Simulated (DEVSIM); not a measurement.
Structure: abrupt Si n-p junction, at 300 K.

```tsv
layer (left to right)	material	thickness (μm)	Nd (cm⁻³)	Na (cm⁻³)	τn (s)	τp (s)
1	Si	47.0	7.3e18	-	1.1e-6	1.1e-6
2	Si	34.0	-	1.4e16	1.1e-6	1.1e-6
```

Left contact: ohmic. Right contact: ohmic. Voltage is applied to the left contact. Recombination: SRH at mid-gap. Mobility is μmin + (μ − μmin)/(1 + (N/Nref)^α).

This is a model device: material constants are rounded textbook-type values typed into the input, and sizes, dopings and lifetimes were drawn at random. Values at 300 K.

| parameter | Si |
|---|---|
| gap (eV) | 1.124 |
| affinity (eV) | 4.05 |
| permittivity | 11.7 |
| Nc (cm⁻³) | 2.86e19 |
| Nv (cm⁻³) | 3.1e19 |
| μn (cm²/Vs) | 1417 |
| μp (cm²/Vs) | 470 |
| μn,min | 52 |
| μp,min | 45 |
| Nref,n | 9.7e16 |
| Nref,p | 2.2e17 |
| αn | 0.68 |
| αp | 0.72 |

Simulated with DEVSIM: 1D drift-diffusion, Boltzmann statistics, complete ionisation; no tunnelling, impact ionisation, image-force lowering or self-heating.

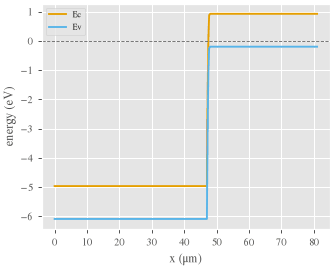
Figure. Band edges at 5.0 V on the left contact

Energies count from the Fermi level of the right contact; mesh points crowd at the junctions.

```csv
x (μm),Ec (eV),Ev (eV),n (cm⁻³),p (cm⁻³),field (V/cm)
0.000,-4.965,-6.089,7.3e18,< 1e2,≈ 0
0.05437,-4.965,-6.089,7.3e18,< 1e2,≈ 0
0.2215,-4.965,-6.089,7.3e18,< 1e2,≈ 0
0.7772,-4.965,-6.089,7.3e18,< 1e2,≈ 0
3.749,-4.965,-6.089,7.3e18,< 1e2,≈ 0
12.29,-4.965,-6.089,7.3e18,< 1e2,≈ 0
33.18,-4.965,-6.089,7.3e18,< 1e2,≈ 0
44.08,-4.965,-6.089,7.3e18,< 1e2,≈ 0
46.12,-4.965,-6.089,7.3e18,< 1e2,≈ 0
46.74,-4.965,-6.089,7.3e18,< 1e2,≈ 0
46.94,-4.965,-6.089,7.3e18,< 1e2,≈ 0
47.01,-4.809,-5.933,1.8e16,< 1e2,160000
47.08,-3.770,-4.894,1500,410,140000
47.30,-1.106,-2.230,1200,3600,93000
48.51,0.925,-0.199,220,1.4e16,≈ 0
51.99,0.925,-0.199,1200,1.4e16,≈ 0
62.67,0.925,-0.199,3900,1.4e16,≈ 0
75.36,0.925,-0.199,7000,1.4e16,≈ 0
79.82,0.925,-0.199,8000,1.4e16,≈ 0
80.66,0.925,-0.199,8200,1.4e16,≈ 0
80.91,0.925,-0.199,8300,1.4e16,≈ 0
81.00,0.925,-0.199,8300,1.4e16,≈ 0
```
